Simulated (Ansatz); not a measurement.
# H₃S+ (triplet): one geometry, many settings at distance S1–H3 = 2.478 Å

What do other methods and options give for H₃S+ (triplet) at this geometry, and how long do they take?

Program: Ansatz 0.2.0, Gaussian basis. Level of theory: the settings change from run to run. These are calculated values, not measurements.

23 further runs of the same task are left out: 1 for a mislabelled method, 16 that didn't finish, 6 set aside as unsound or not needed.

### Step 1. The geometry

The geometry derives from a PBE0/def2-TZVP stationary point (not a proven minimum). One bond is set to the value named and the two fragments are kept rigid.

4 atoms, charge 1, spin multiplicity 3.

Atoms are counted from 1 here; the program's logs count them from 0.

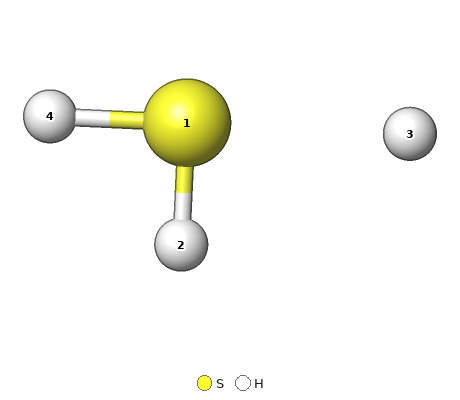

The geometry (sulfur yellow, hydrogen white); atoms are numbered from 1 in the order of the file.

### Step 2. NEVPT2(2,3)/cc-pVDZ

Input file in.yaml:

```yaml
crystal:
  periodic: [false, false, false]
  atoms:
    - {symbol: S, position_ang: [0.000000, -0.039139, -0.027515]}
    - {symbol: H, position_ang: [0.000000, 1.318341, -0.027515]}
    - {symbol: H, position_ang: [0.000000, -0.036023, 2.450483]}
    - {symbol: H, position_ang: [0.000000, -0.037228, -1.547642]}
basis:
  gaussian: {orbitals: cc-pVDZ}
total_charge: 1
magnetization: {spin_polarized: false, initial_magnetization: 2}
correlation: {method: sc_nevpt2, electrons: outside_noble_gas, active_space: {window: {electrons: 2, orbitals: 3}}}
scf: {lower_state_search: light}
```

The run is started by

```
$ ansatz run in.yaml --threads 1 --pin off --events-out ev --progress --plain --max-ram 2393MiB
```

The program printed:

```text
Functional definition: HF
  name "HF"
  cite "Fock, Z. Phys. 61, 126 (1930) doi:10.1007/BF01340294"
  parent pbe
  exchange = exact_x
  correlation = 0
326 factors; integrals over basis functions are off by at most 1.4e-3 eV
mean field evaluation 1: about -10851.7828 eV, gradient 1.0e1 eV
mean field evaluation 2: about -10851.8140 eV, gradient 1.0e1 eV
mean field evaluation 4: about -10852.8487 eV, gradient 1.0e0 eV
mean field evaluation 8: about -10852.8558 eV, gradient 2.0e-1 eV
mean field -10852.85615567 eV, -398.8351073909 hartree, gradient 7.4e-6 eV, S^2 2.000000; 0 other end points of the search recorded, 0 dependent functions left out
reference -10852.85615567 eV, -398.8351073909 hartree; 10, 8 occupied and 23, 25 virtual orbitals, 326 factors
state -10852.85615567 eV, -398.8351073909 hartree
state -10852.85615567 eV, -398.8351073909 hartree; corrected -10856.24127274 eV, -398.9595081484 hartree
WARN: 1 active orbitals are nearly empty or full. The corrections depend on them more than the energy does, and are more stable in an active space without them
Total energy: -10856.24127274 eV, -398.9595081484 hartree
```

Wall time 0.86 s (1 thread of AMD EPYC, shared host).

From the report: 4 determinants; active occupations 1.00, 1.00, 0.00. The report marks this result as in doubt.

### Step 3. BCCD on UHF/def2-SVP

Input file in.yaml:

```yaml
crystal:
  periodic: [false, false, false]
  atoms:
    - {symbol: S, position_ang: [0.000000, -0.039139, -0.027515]}
    - {symbol: H, position_ang: [0.000000, 1.318341, -0.027515]}
    - {symbol: H, position_ang: [0.000000, -0.036023, 2.450483]}
    - {symbol: H, position_ang: [0.000000, -0.037228, -1.547642]}
basis:
  gaussian: {orbitals: def2-SVP}
total_charge: 1
magnetization: {spin_polarized: true, initial_magnetization: 2}
correlation: {method: bccd, electrons: valence}
accuracy: high
scf: {lower_state_search: full}
```

The command is unchanged.

The program printed, shortened:

```text
Functional definition: HF
  name "HF"
  cite "Fock, Z. Phys. 61, 126 (1930) doi:10.1007/BF01340294"
  parent pbe
[...]
602 factors; integrals over basis functions are off by at most 9.3e-9 eV
[...]
mean field -10849.51562262 eV, -398.7123450653 hartree, gradient 2.7e-8 eV, S^2 2.011614; 7 other end points of the search recorded, 0 dependent functions left out
determinant -10849.51562262 eV, -398.7123450653 hartree, with singles and doubles -10853.45209612 eV, -398.8570077984 hartree
determinant -10846.39715706 eV, -398.5977435700 hartree, with singles and doubles -10850.31947287 eV, -398.7418860172 hartree
5 core orbitals not correlated: weight in the atoms' cores, before any rotation towards them, 1.000 or more for the frozen orbitals, at most 0.000 for the correlated occupied ones
reference -10849.51562262 eV, -398.7123450653 hartree; 5, 3 occupied and 23, 25 virtual orbitals, 602 factors
second order -3.22857409 eV of doubles, -0.00000000 eV of singles
cycle   1  -3.93454547 eV  change    1.9e-3 eV  update   1.4e-3
[...]
cycle  21  -3.93446670 eV  change   6.2e-11 eV  update  5.5e-10
Total energy: -10853.45008932 eV, -398.8569340497 hartree
```

Wall time 4.1 s (1 thread of AMD EPYC, shared host).

From the report: ⟨S²⟩ of the determinant 2.012 (pure triplet: 2.00); correlation -3.9345 eV; largest double amplitude 0.05.

### Step 4. MP2 on ROHF/def2-mTZVP

Input file in.yaml:

```yaml
crystal:
  periodic: [false, false, false]
  atoms:
    - {symbol: S, position_ang: [0.000000, -0.039139, -0.027515]}
    - {symbol: H, position_ang: [0.000000, 1.318341, -0.027515]}
    - {symbol: H, position_ang: [0.000000, -0.036023, 2.450483]}
    - {symbol: H, position_ang: [0.000000, -0.037228, -1.547642]}
basis:
  gaussian: {orbitals: def2-mTZVP}
total_charge: 1
magnetization: {spin_polarized: false, initial_magnetization: 2}
correlation: {method: mp2, electrons: outside_noble_gas}
accuracy: high
scf: {lower_state_search: light}
output: {forces: true}
```

Same command.

The program printed, shortened:

```text
Functional definition: HF
  name "HF"
  cite "Fock, Z. Phys. 61, 126 (1930) doi:10.1007/BF01340294"
  parent pbe
[...]
555 factors; integrals over basis functions are off by at most 3.8e-9 eV
[...]
mean field -10852.74114455 eV, -398.8308808099 hartree, gradient 3.0e-8 eV, S^2 2.000000; 0 other end points of the search recorded, 0 dependent functions left out
[...]
5 core orbitals not correlated: weight in the atoms' cores, before any rotation towards them, 1.000 or more for the frozen orbitals, at most 0.000 for the correlated occupied ones
reference -10852.74114455 eV, -398.8308808099 hartree; 5, 3 occupied and 21, 23 virtual orbitals, 555 factors
second order -3.03743411 eV of doubles, -0.08717650 eV of singles
[...]
Total energy: -10855.86575515 eV, -398.9457081318 hartree
Atom 0 at     0.000000    -0.039139    -0.027515 Å, force     0.000000     0.057216    -3.193702 eV/Å
Atom 1 at     0.000000     1.318341    -0.027515 Å, force    -0.000000     0.126185     0.248955 eV/Å
Atom 2 at     0.000000    -0.036023     2.450483 Å, force     0.000000     0.016312     0.357514 eV/Å
Atom 3 at     0.000000    -0.037228    -1.547642 Å, force     0.000000    -0.199713     2.587232 eV/Å
Dipole moment:     0.000000     0.254268    -0.364854 e Å
```

It took 1.3 s on 1 thread of AMD EPYC, shared host.

### Step 5. BCCD(T) on UHF/def2-SVP

Input file in.yaml:

```yaml
crystal:
  periodic: [false, false, false]
  atoms:
    - {symbol: S, position_ang: [0.000000, -0.039139, -0.027515]}
    - {symbol: H, position_ang: [0.000000, 1.318341, -0.027515]}
    - {symbol: H, position_ang: [0.000000, -0.036023, 2.450483]}
    - {symbol: H, position_ang: [0.000000, -0.037228, -1.547642]}
basis:
  gaussian: {orbitals: def2-SVP, point_charges: [{charge: 0.50, position_ang: [2.965, 0.902, 0.207]}]}
total_charge: 1
magnetization: {spin_polarized: true, initial_magnetization: 2}
correlation: {method: bccd_t, electrons: outside_noble_gas}
```

The command is unchanged.

The program printed, shortened:

```text
Functional definition: HF
  name "HF"
  cite "Fock, Z. Phys. 61, 126 (1930) doi:10.1007/BF01340294"
  parent pbe
[...]
318 factors; integrals over basis functions are off by at most 1.6e-3 eV
[...]
mean field -10847.27504741 eV, -398.6300054453 hartree, gradient 1.4e-6 eV, S^2 2.011523; 1 other end points of the search recorded, 0 dependent functions left out
determinant -10847.27504741 eV, -398.6300054453 hartree, with singles and doubles -10851.21076510 eV, -398.7746404026 hartree
determinant -10844.35238362 eV, -398.5225995318 hartree, with singles and doubles -10848.26235320 eV, -398.6662882637 hartree
5 core orbitals not correlated: weight in the atoms' cores, before any rotation towards them, 1.000 or more for the frozen orbitals, at most 0.000 for the correlated occupied ones
reference -10847.27504741 eV, -398.6300054453 hartree; 5, 3 occupied and 23, 25 virtual orbitals, 318 factors
second order -3.22964051 eV of doubles, -0.00000000 eV of singles
cycle   1  -3.93380252 eV  change    1.9e-3 eV  update   1.5e-3
[...]
cycle   8  -3.93371356 eV  change    3.3e-6 eV  update   5.0e-6
perturbative correction -0.08863846 eV, -0.0032574032 hartree
Total energy: -10851.29739943 eV, -398.7778241555 hartree
```

It took 2 s on 1 thread of AMD EPYC, shared host.

From the report: ⟨S²⟩ of the determinant 2.012 (pure triplet: 2.00); correlation -4.0224 eV; largest double amplitude 0.05.

### Step 6. NEVPT2(2,7)/cc-pVDZ

Input file in.yaml:

```yaml
crystal:
  periodic: [false, false, false]
  atoms:
    - {symbol: S, position_ang: [0.000000, -0.039139, -0.027515]}
    - {symbol: H, position_ang: [0.000000, 1.318341, -0.027515]}
    - {symbol: H, position_ang: [0.000000, -0.036023, 2.450483]}
    - {symbol: H, position_ang: [0.000000, -0.037228, -1.547642]}
basis:
  gaussian: {orbitals: cc-pVDZ}
total_charge: 1
magnetization: {spin_polarized: false, initial_magnetization: 2}
correlation: {method: sc_nevpt2, electrons: outside_noble_gas, active_space: {window: {electrons: 2, orbitals: 7}, states: [{multiplicity: 3, weights: [0.5, 1]}], root: 1}}
output: {forces: true}
```

Same command.

The program printed, shortened:

```text
Functional definition: HF
  name "HF"
  cite "Fock, Z. Phys. 61, 126 (1930) doi:10.1007/BF01340294"
  parent pbe
[...]
607 factors; integrals over basis functions are off by at most 2.4e-7 eV
[...]
mean field -10852.85620441 eV, -398.8351091820 hartree, gradient 7.5e-6 eV, S^2 2.000000; 0 other end points of the search recorded, 0 dependent functions left out
reference -10852.85620441 eV, -398.8351091820 hartree; 10, 8 occupied and 23, 25 virtual orbitals, 607 factors
state -10852.64441051 eV, -398.8273258997 hartree
state -10844.75939158 eV, -398.5375567985 hartree
state -10852.64441051 eV, -398.8273258997 hartree; corrected -10856.09488147 eV, -398.9541283687 hartree
state -10844.75939158 eV, -398.5375567985 hartree; corrected -10847.95880063 eV, -398.6551329126 hartree
WARN: 2 active orbitals are nearly empty or full. The corrections depend on them more than the energy does, and are more stable in an active space without them
[...]
Total energy: -10847.95880063 eV, -398.6551329126 hartree
Atom 0 at     0.000000    -0.039139    -0.027515 Å, force     0.000000    -1.557460     3.852722 eV/Å
Atom 1 at     0.000000     1.318341    -0.027515 Å, force     0.000000     0.937672    -0.771067 eV/Å
Atom 2 at     0.000000    -0.036023     2.450483 Å, force    -0.000000    -0.027322     0.999298 eV/Å
Atom 3 at     0.000000    -0.037228    -1.547642 Å, force    -0.000000     0.647110    -4.080953 eV/Å
Dipole moment:     0.000000     0.242372     0.036525 e Å
```

Run time: 11 s. Hardware: 1 thread of AMD EPYC, shared host.

From the report: 24 determinants; active occupations (of the averaged states) 1.00, 0.67, 0.33, 0.00, 0.00, 0.00, 0.00. The report marks this result as in doubt.

### Step 7. All runs side by side

Where basis and cores are those of an earlier UCCSDT(Q)/cc-pVDZ run (-10857.0487 eV), and the state is the same kind, the miss against it is given. † marks a result that the program doubts.

```csv
level,correlated,functions,energy (eV),from UCCSDT(Q) (meV),time
"NEVPT2(2,3)/cc-pVDZ †",outside noble gas,33,-10856.2413,807.5,0.86 s
BCCD on UHF/def2-SVP,valence,33,-10853.4501,,4.1 s
MP2 on ROHF/def2-mTZVP,outside noble gas,31,-10855.8658,,1.3 s
BCCD(T) on UHF/def2-SVP (beside a point charge),outside noble gas,33,-10851.2974,,2 s
"NEVPT2(2,7)/cc-pVDZ (excited root 1 of an average) †",outside noble gas,33,-10847.9588,,11 s
```

### Step 8. Summary of results

| quantity | value |
| --- | --- |
| runs | 5 |
| quickest | NEVPT2(2,3)/cc-pVDZ †, 0.86 s |
| slowest | NEVPT2(2,7)/cc-pVDZ (excited root 1 of an average) †, 11 s |

**Reading.** Total energies in different bases, with other cores or another treatment of relativity can't be set against each other. NEVPT2(2,7)/cc-pVDZ (excited root 1 of an average) † took 12 times as long as NEVPT2(2,3)/cc-pVDZ †; the jobs differ in more than the method.
